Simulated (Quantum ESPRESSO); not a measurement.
## Collinear magnetic orders of Fe2Ge with Quantum ESPRESSO

Does Fe2Ge prefer parallel or opposed moments, or none?

Main program and level: Quantum ESPRESSO 7.5; LDA; plane waves with GBRV 1.5 LDA potentials, no spin-orbit coupling.

### Step 1. Set-up

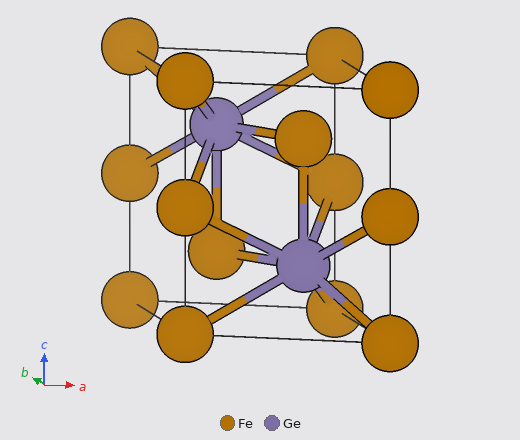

The starting structure, seen slightly off an axis (iron orange, germanium purple). Bonds to atoms that aren't drawn are left out. Some periodic images of atoms are drawn too.

The cell comes from Materials Project 2023-11-01, a database of computed structures, and need not be the stable phase.

### Step 2. Run 1 (ferro ++++)

The signs are those of the starting moments on the seeded atoms, the atoms that are given a moment.

pw.in reads:

```
&CONTROL
  calculation = 'scf'
  prefix = 'pwscf'
  outdir = './tmp'
  pseudo_dir = './pseudo'
  disk_io = 'nowf'
/
&SYSTEM
  ibrav = 0
  nat = 6
  ntyp = 2
  ecutwfc = 40
  ecutrho = 280
  nbnd = 64
  occupations = 'smearing'
  smearing = 'fd'
  degauss = 0.00734986
  nspin = 2
  starting_magnetization(1) = 0.175
  starting_magnetization(2) = 0
/
&ELECTRONS
  conv_thr = 1.2d-08
  electron_maxstep = 150
  mixing_beta = 0.3
/
ATOMIC_SPECIES
Fe     55.8450 fe_lda_v1.5.uspp.F.UPF
Ge     72.6300 ge_lda_v1.4.uspp.F.UPF
CELL_PARAMETERS angstrom
   4.1328681392    0.0000000000    0.0000000000
  -2.0664340696    3.5791687991    0.0000000000
   0.0000000000    0.0000000000    5.0087520000
ATOMIC_POSITIONS crystal
Fe      0.0000000000    0.0000000000    0.0000000000
Fe      0.0000000000    0.0000000000    0.5000000000
Fe      0.6666666700    0.3333333300    0.7500000000
Fe      0.3333333300    0.6666666700    0.2500000000
Ge      0.6666666700    0.3333333300    0.2500000000
Ge      0.3333333300    0.6666666700    0.7500000000
K_POINTS automatic
8 8 8 0 0 0
```

On the command line:

```
> OMP_NUM_THREADS=1 mpirun -n 4 pw.x -nk 4 -in pw.in > pw.out
```

The program printed:

```text
Program PWSCF v.7.5 starts

     Message from routine setup:
     using ibrav=0 with symmetry is DISCOURAGED, use correct ibrav instead

     K-points division:     npool     =       4
     Subspace diagonalization in iterative solution of the eigenvalue problem:

     G-vector sticks info
     --------------------
     sticks:   dense  smooth     PW     G-vecs:    dense   smooth      PW
     Sum        1165     673    199                39567    17127    2811

     Using Slab Decomposition

     bravais-lattice index     =            0
     lattice parameter (alat)  =       7.8100  a.u.
     unit-cell volume          =     499.9883 (a.u.)^3
     number of atoms/cell      =            6
     number of atomic types    =            2
     number of electrons       =        92.00
     number of Kohn-Sham states=           64
     kinetic-energy cutoff     =      40.0000  Ry
     charge density cutoff     =     280.0000  Ry
     scf convergence threshold =      1.2E-08
     mixing beta               =       0.3000
     number of iterations used =            8  plain     mixing
     Exchange-correlation=  SLA  PZ   NOGX NOGC
                           (   1   1   0   0   0   0   0)

     celldm(1)=   7.809989  celldm(2)=   0.000000  celldm(3)=   0.000000
     celldm(4)=   0.000000  celldm(5)=   0.000000  celldm(6)=   0.000000

     crystal axes: (cart. coord. in units of alat)
               a(1) = (   1.000000   0.000000   0.000000 )
               a(2) = (  -0.500000   0.866025   0.000000 )
               a(3) = (   0.000000   0.000000   1.211931 )

     reciprocal axes: (cart. coord. in units 2 pi/alat)
               b(1) = (  1.000000  0.577350 -0.000000 )
               b(2) = (  0.000000  1.154701  0.000000 )
               b(3) = (  0.000000 -0.000000  0.825129 )

     PseudoPot. # 1 for Fe read from file:
     fe_lda_v1.5.uspp.F.UPF
     Pseudo is Ultrasoft + core correction, Zval = 16.0
     Generated by new atomic code, or converted to UPF format
     Using radial grid of  861 points,  6 beta functions with:
                l(1) =   0
                l(2) =   0
                l(3) =   1
                l(4) =   1
                l(5) =   2
                l(6) =   2
     Q(r) pseudized with  8 coefficients,  rinner =    1.000   1.000   1.000
                                                       1.000   1.000

     PseudoPot. # 2 for Ge read from file:
     ge_lda_v1.4.uspp.F.UPF
     Pseudo is Ultrasoft + core correction, Zval = 14.0
     Generated by new atomic code, or converted to UPF format
     Using radial grid of  873 points,  6 beta functions with:
                l(1) =   0
                l(2) =   0
                l(3) =   1
                l(4) =   1
                l(5) =   2
                l(6) =   2
     Q(r) pseudized with  8 coefficients,  rinner =    1.400   1.400   1.400
                                                       1.400   1.400

     atomic species   valence    mass     pseudopotential
     Fe               16.00    55.84500     Fe( 1.00)
     Ge               14.00    72.63000     Ge( 1.00)

     Starting magnetic structure
     atomic species   magnetization
     Fe              0.175
     Ge              0.000

     24 Sym. Ops., with inversion, found (12 have fractional translation)

   Cartesian axes

     site n.     atom                  positions (alat units)
         1        Fe     tau(   1) = (   0.0000000   0.0000000   0.0000000  )
         2        Fe     tau(   2) = (   0.0000000   0.0000000   0.6059656  )
         3        Fe     tau(   3) = (   0.5000000   0.2886751   0.9089484  )
         4        Fe     tau(   4) = (  -0.0000000   0.5773503   0.3029828  )
         5        Ge     tau(   5) = (   0.5000000   0.2886751   0.3029828  )
         6        Ge     tau(   6) = (  -0.0000000   0.5773503   0.9089484  )

     number of k points=    50  Fermi-Dirac smearing, width (Ry)=  0.0073
                       cart. coord. in units 2pi/alat
        k(    1) = (   0.0000000   0.0000000   0.0000000), wk =   0.0019531
        k(    2) = (   0.0000000   0.0000000   0.1031412), wk =   0.0039062
        k(    3) = (   0.0000000   0.0000000   0.2062823), wk =   0.0039062
        k(    4) = (   0.0000000   0.0000000   0.3094235), wk =   0.0039062
        k(    5) = (   0.0000000   0.0000000  -0.4125647), wk =   0.0019531
        [... 45 further k-points ...]

     Dense  grid:    39567 G-vectors     FFT dimensions: (  45,  45,  54)

     Smooth grid:    17127 G-vectors     FFT dimensions: (  32,  32,  40)

     Check: negative core charge=   -0.000043
     Generating pointlists ...
     new r_m :   0.2382 (alat units)  1.8600 (a.u.) for type    1
     new r_m :   0.2382 (alat units)  1.8600 (a.u.) for type    2

     Initial potential from superposition of free atoms

     starting charge      87.9986, renormalised to      92.0000
     Starting wfcs are   70 randomized atomic wfcs

     Self-consistent Calculation

     iteration #  1     ecut=    40.00 Ry     beta= 0.30
     Davidson diagonalization with overlap
     ethr =  1.00E-02,  avg # of iterations =  3.8

     total energy              =   -1427.12875757 Ry
     estimated scf accuracy    <       3.48624993 Ry

     total magnetization       =     8.37 Bohr mag/cell
     absolute magnetization    =     8.73 Bohr mag/cell

     iteration #  2     ecut=    40.00 Ry     beta= 0.30
     Davidson diagonalization with overlap
     ethr =  3.79E-03,  avg # of iterations =  2.0

     total energy              =   -1426.95289817 Ry
     estimated scf accuracy    <       2.39162367 Ry

     total magnetization       =     7.60 Bohr mag/cell
     absolute magnetization    =     8.17 Bohr mag/cell

     iteration #  3     ecut=    40.00 Ry     beta= 0.30
     Davidson diagonalization with overlap
     ethr =  2.60E-03,  avg # of iterations =  1.7

     total energy              =   -1426.76422156 Ry
     estimated scf accuracy    <      16.01541297 Ry

     total magnetization       =     5.79 Bohr mag/cell
     absolute magnetization    =     6.27 Bohr mag/cell

     [... further iterations left out ...]

     iteration # 13     ecut=    40.00 Ry     beta= 0.30
     Davidson diagonalization with overlap
     ethr =  1.96E-09,  avg # of iterations =  2.0

     total energy              =   -1427.43326829 Ry
     estimated scf accuracy    <       0.00000047 Ry

     total magnetization       =     7.30 Bohr mag/cell
     absolute magnetization    =     7.78 Bohr mag/cell

     iteration # 14     ecut=    40.00 Ry     beta= 0.30
     Davidson diagonalization with overlap
     ethr =  5.12E-10,  avg # of iterations =  1.5

     total energy              =   -1427.43326838 Ry
     estimated scf accuracy    <       0.00000005 Ry

     total magnetization       =     7.30 Bohr mag/cell
     absolute magnetization    =     7.78 Bohr mag/cell

     iteration # 15     ecut=    40.00 Ry     beta= 0.30
     Davidson diagonalization with overlap
     ethr =  5.67E-11,  avg # of iterations =  1.6

     total energy              =   -1427.43326840 Ry
     estimated scf accuracy    <       0.00000004 Ry

     total magnetization       =     7.30 Bohr mag/cell
     absolute magnetization    =     7.78 Bohr mag/cell

     iteration # 16     ecut=    40.00 Ry     beta= 0.30
     Davidson diagonalization with overlap
     ethr =  4.33E-11,  avg # of iterations =  1.9

     Magnetic moment per site  (integrated on atomic sphere of radius R)
     atom   1 (R=0.238)  charge= 14.1837  magn=  2.3070
     atom   2 (R=0.238)  charge= 14.1837  magn=  2.3070
     atom   3 (R=0.238)  charge= 14.3349  magn=  1.3636
     atom   4 (R=0.238)  charge= 14.3349  magn=  1.3636
     atom   5 (R=0.238)  charge= 11.7421  magn= -0.0488
     atom   6 (R=0.238)  charge= 11.7421  magn= -0.0488

     End of self-consistent calculation

     Number of k-points >= 100: set verbosity='high' to print the bands.

     the Fermi energy is    16.9818 ev

!    total energy              =   -1427.43326841 Ry
     estimated scf accuracy    <          2.8E-09 Ry
     smearing contrib. (-TS)   =      -0.01549906 Ry
     internal energy E=F+TS    =   -1427.41776934 Ry

     The total energy is F=E-TS. E is the sum of the following terms:
     one-electron contribution =    -667.01658956 Ry
     hartree contribution      =     403.29832256 Ry
     xc contribution           =    -230.22576471 Ry
     ewald contribution        =    -933.47373764 Ry

     total magnetization       =     7.30 Bohr mag/cell
     absolute magnetization    =     7.77 Bohr mag/cell

     convergence has been achieved in  16 iterations

=------------------------------------------------------------------------------=
   JOB DONE.
=------------------------------------------------------------------------------=
```

The job ended after 89 s (4 MPI ranks of Arm Neoverse V1, shared host; peak memory 0.62 GiB).

Spin moment in the atom's sphere by atom:

```
atom  spin moment in the atom's sphere (μB)
 Fe1                                   2.31
 Fe2                                   2.31
 Fe3                                   1.36
 Fe4                                   1.36
 Ge5                                  -0.05
 Ge6                                  -0.05
```

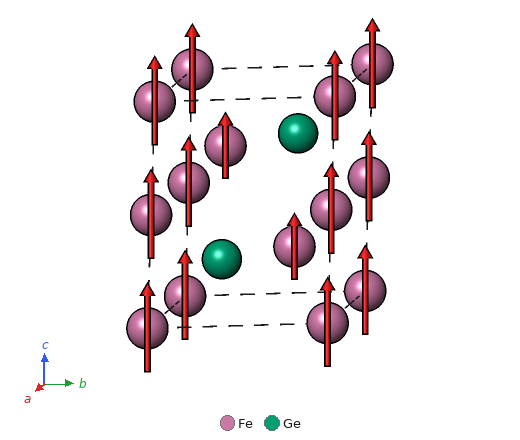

Spin moment in the atom's sphere as arrows, the longest 2.31 μB. Up and down stand for the sign. Arrows give size and sign along the axis of quantisation, drawn up and down the page. Some periodic images of atoms are drawn too.

This step gave:

```yaml
smearing_term_ts: 0.2109 eV
magnetization: 7.3 μB
absolute_magnetization: 7.775 μB
final_state: ferromagnetic
```

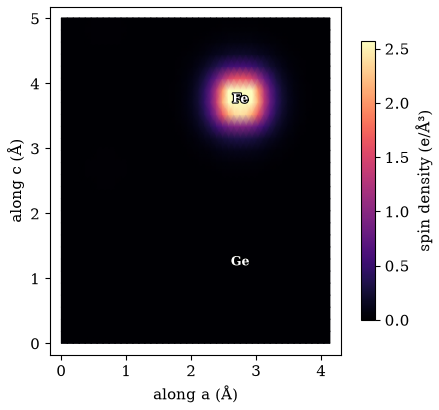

Spin density in the ac plane at fractional y = 0.333, with atoms of Fe and Ge within 0.2 Å of it.

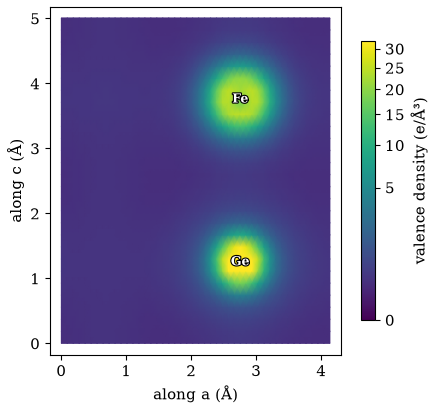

Valence density in the ac plane at fractional y = 0.333, with atoms of Fe and Ge within 0.2 Å of it. It is the smooth field of the valence electrons, not physical close to the nuclei. The colour scale is stretched toward low values.

### Step 3. Run 2, typed as antiferro ++−−

pw.in reads:

```
&CONTROL
  calculation = 'scf'
  prefix = 'pwscf'
  outdir = './tmp'
  pseudo_dir = './pseudo'
  disk_io = 'nowf'
/
&SYSTEM
  ibrav = 0
  nat = 6
  ntyp = 3
  ecutwfc = 40
  ecutrho = 280
  nbnd = 58
  occupations = 'smearing'
  smearing = 'fd'
  degauss = 0.00734986
  nspin = 2
  starting_magnetization(1) = 0.175
  starting_magnetization(2) = -0.175
  starting_magnetization(3) = 0
/
&ELECTRONS
  conv_thr = 1.2d-08
  electron_maxstep = 150
  mixing_beta = 0.3
/
ATOMIC_SPECIES
Fe1    55.8450 fe_lda_v1.5.uspp.F.UPF
Fe2    55.8450 fe_lda_v1.5.uspp.F.UPF
Ge     72.6300 ge_lda_v1.4.uspp.F.UPF
CELL_PARAMETERS angstrom
   4.1328681392    0.0000000000    0.0000000000
  -2.0664340696    3.5791687991    0.0000000000
   0.0000000000    0.0000000000    5.0087520000
ATOMIC_POSITIONS crystal
Fe1     0.0000000000    0.0000000000    0.0000000000
Fe1     0.0000000000    0.0000000000    0.5000000000
Fe2     0.6666666700    0.3333333300    0.7500000000
Fe2     0.3333333300    0.6666666700    0.2500000000
Ge      0.6666666700    0.3333333300    0.2500000000
Ge      0.3333333300    0.6666666700    0.7500000000
K_POINTS automatic
8 8 8 0 0 0
```

The program printed:

```text
[banner, memory and clock lines left out]
Program PWSCF v.7.5 starts

     Message from routine setup:
     using ibrav=0 with symmetry is DISCOURAGED, use correct ibrav instead

     bravais-lattice index     =            0
     lattice parameter (alat)  =       7.8100  a.u.
     unit-cell volume          =     499.9883 (a.u.)^3
     number of atoms/cell      =            6
     number of atomic types    =            3
     number of electrons       =        92.00
     number of Kohn-Sham states=           58
     kinetic-energy cutoff     =      40.0000  Ry
     charge density cutoff     =     280.0000  Ry
     scf convergence threshold =      1.2E-08
     mixing beta               =       0.3000
     number of iterations used =            8  plain     mixing
     Exchange-correlation=  SLA  PZ   NOGX NOGC
                           (   1   1   0   0   0   0   0)

     celldm(1)=   7.809989  celldm(2)=   0.000000  celldm(3)=   0.000000
     celldm(4)=   0.000000  celldm(5)=   0.000000  celldm(6)=   0.000000

     crystal axes: (cart. coord. in units of alat)
               a(1) = (   1.000000   0.000000   0.000000 )
               a(2) = (  -0.500000   0.866025   0.000000 )
               a(3) = (   0.000000   0.000000   1.211931 )

     reciprocal axes: (cart. coord. in units 2 pi/alat)
               b(1) = (  1.000000  0.577350 -0.000000 )
               b(2) = (  0.000000  1.154701  0.000000 )
               b(3) = (  0.000000 -0.000000  0.825129 )

     PseudoPot. # 1 for Fe read from file:
     fe_lda_v1.5.uspp.F.UPF
     Pseudo is Ultrasoft + core correction, Zval = 16.0

     PseudoPot. # 2 for Fe read from file:
     fe_lda_v1.5.uspp.F.UPF
     Pseudo is Ultrasoft + core correction, Zval = 16.0

     PseudoPot. # 3 for Ge read from file:
     ge_lda_v1.4.uspp.F.UPF
     Pseudo is Ultrasoft + core correction, Zval = 14.0

     atomic species   valence    mass     pseudopotential
     Fe1              16.00    55.84500     Fe( 1.00)
     Fe2              16.00    55.84500     Fe( 1.00)
     Ge               14.00    72.63000     Ge( 1.00)

     Starting magnetic structure
     atomic species   magnetization
     Fe1             0.175
     Fe2            -0.175
     Ge              0.000

     24 Sym. Ops., with inversion, found (12 have fractional translation)

   Cartesian axes

     site n.     atom                  positions (alat units)
         1        Fe1    tau(   1) = (   0.0000000   0.0000000   0.0000000  )
         2        Fe1    tau(   2) = (   0.0000000   0.0000000   0.6059656  )
         3        Fe2    tau(   3) = (   0.5000000   0.2886751   0.9089484  )
         4        Fe2    tau(   4) = (  -0.0000000   0.5773503   0.3029828  )
         5        Ge     tau(   5) = (   0.5000000   0.2886751   0.3029828  )
         6        Ge     tau(   6) = (  -0.0000000   0.5773503   0.9089484  )

     number of k points=    50  Fermi-Dirac smearing, width (Ry)=  0.0073
                       cart. coord. in units 2pi/alat
        k(    1) = (   0.0000000   0.0000000   0.0000000), wk =   0.0019531
        k(    2) = (   0.0000000   0.0000000   0.1031412), wk =   0.0039062
        k(    3) = (   0.0000000   0.0000000   0.2062823), wk =   0.0039062
        k(    4) = (   0.0000000   0.0000000   0.3094235), wk =   0.0039062
        k(    5) = (   0.0000000   0.0000000  -0.4125647), wk =   0.0019531
        [... 45 further k-points ...]

     Dense  grid:    39567 G-vectors     FFT dimensions: (  45,  45,  54)

     Smooth grid:    17127 G-vectors     FFT dimensions: (  32,  32,  40)

     Check: negative core charge=   -0.000043
     Generating pointlists ...
     new r_m :   0.2500 (alat units)  1.9522 (a.u.) for type    1
     new r_m :   0.2382 (alat units)  1.8600 (a.u.) for type    2
     new r_m :   0.2382 (alat units)  1.8600 (a.u.) for type    3

     Initial potential from superposition of free atoms

     starting charge      87.9986, renormalised to      92.0000
     Starting wfcs are   70 randomized atomic wfcs

     Self-consistent Calculation

     iteration #  1     ecut=    40.00 Ry     beta= 0.30
     Davidson diagonalization with overlap
     ethr =  1.00E-02,  avg # of iterations =  2.0

     total energy              =   -1427.09305564 Ry
     estimated scf accuracy    <       3.49101783 Ry

     total magnetization       =     0.19 Bohr mag/cell
     absolute magnetization    =     8.13 Bohr mag/cell

     iteration #  2     ecut=    40.00 Ry     beta= 0.30
     Davidson diagonalization with overlap
     ethr =  3.79E-03,  avg # of iterations =  2.0

     total energy              =   -1426.77134333 Ry
     estimated scf accuracy    <       3.85443958 Ry

     total magnetization       =     3.43 Bohr mag/cell
     absolute magnetization    =     7.47 Bohr mag/cell

     [... further iterations left out ...]

     iteration # 42     ecut=    40.00 Ry     beta= 0.30
     Davidson diagonalization with overlap
     ethr =  1.38E-10,  avg # of iterations =  3.2

     total energy              =   -1427.43326839 Ry
     estimated scf accuracy    <       0.00000014 Ry

     total magnetization       =     7.30 Bohr mag/cell
     absolute magnetization    =     7.77 Bohr mag/cell

     iteration # 43     ecut=    40.00 Ry     beta= 0.30
     Davidson diagonalization with overlap
     ethr =  1.38E-10,  avg # of iterations =  1.2

     Magnetic moment per site  (integrated on atomic sphere of radius R)
     atom   1 (R=0.250)  charge= 14.4456  magn=  2.3284
     atom   2 (R=0.250)  charge= 14.4456  magn=  2.3284
     atom   3 (R=0.238)  charge= 14.3349  magn=  1.3635
     atom   4 (R=0.238)  charge= 14.3349  magn=  1.3635
     atom   5 (R=0.238)  charge= 11.7422  magn= -0.0488
     atom   6 (R=0.238)  charge= 11.7422  magn= -0.0488

     End of self-consistent calculation

     Number of k-points >= 100: set verbosity='high' to print the bands.

     the Fermi energy is    16.9818 ev

!    total energy              =   -1427.43326841 Ry
     estimated scf accuracy    <          2.5E-10 Ry
     smearing contrib. (-TS)   =      -0.01549973 Ry
     internal energy E=F+TS    =   -1427.41776867 Ry

     The total energy is F=E-TS. E is the sum of the following terms:
     one-electron contribution =    -667.01627512 Ry
     hartree contribution      =     403.29793634 Ry
     xc contribution           =    -230.22569226 Ry
     ewald contribution        =    -933.47373764 Ry

     total magnetization       =     7.30 Bohr mag/cell
     absolute magnetization    =     7.77 Bohr mag/cell

     convergence has been achieved in  43 iterations
```

Elapsed: 4 min, on 4 MPI ranks; peak memory 0.61 GiB.

Spin moment in the atom's sphere by atom:

```
atom  spin moment in the atom's sphere (μB)
 Fe1                                   2.33
 Fe2                                   2.33
 Fe3                                   1.36
 Fe4                                   1.36
 Ge5                                  -0.05
 Ge6                                  -0.05
```

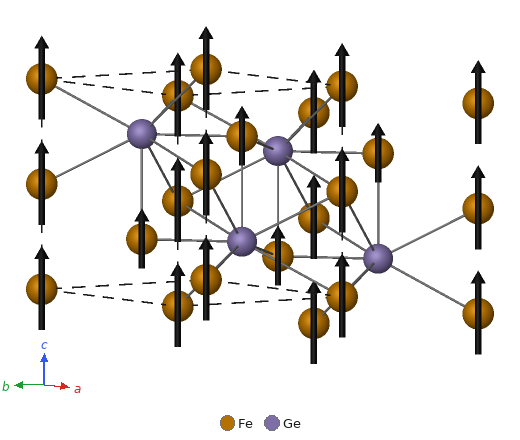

Spin moment in the atom's sphere as arrows, the longest 2.33 μB. Up and down stand for the sign. Arrows give size and sign along the axis of quantisation, drawn up and down the page. Bonds to atoms that aren't drawn are left out. 2×1×1 cells are drawn. Some periodic images of atoms are drawn too.

Numbers from this step:

* smearing term TS: 0.2109 eV
* magnetization: 7.3 μB
* absolute magnetization: 7.775 μB
* final state: ferromagnetic

The typed signs were not kept.

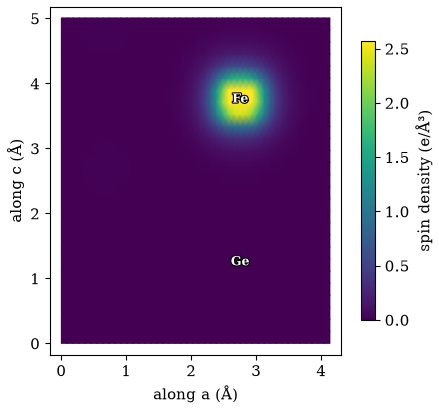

Spin density in the ac plane at fractional y = 0.333, with atoms of Fe and Ge within 0.2 Å of it.

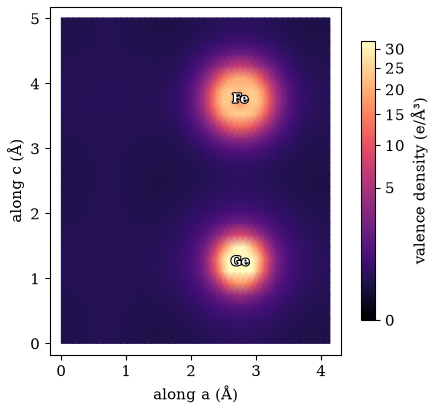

Valence density in the ac plane at fractional y = 0.333, with atoms of Fe and Ge within 0.2 Å of it. It is the smooth field of the valence electrons, not physical close to the nuclei. The colour scale is stretched toward low values.

[end of part 1 of 2]

[Logs and program files are shortened in this print: banners, set-up blocks, solver, clock and traceback lines can be left out without a mark of their own.]

[Logs are printed without paths, hosts, clocks, repeated set-up lines and the standing remarks that a program may print on its own settings, such as how far it seeks lower states.]

[Hosts, paths, dates, database ids (printed as entryN), source tags and the programs' standing remarks are cut or masked in the printed files.]

[Where a cell is said to come from a database of computed structures, the database is the Materials Project.]
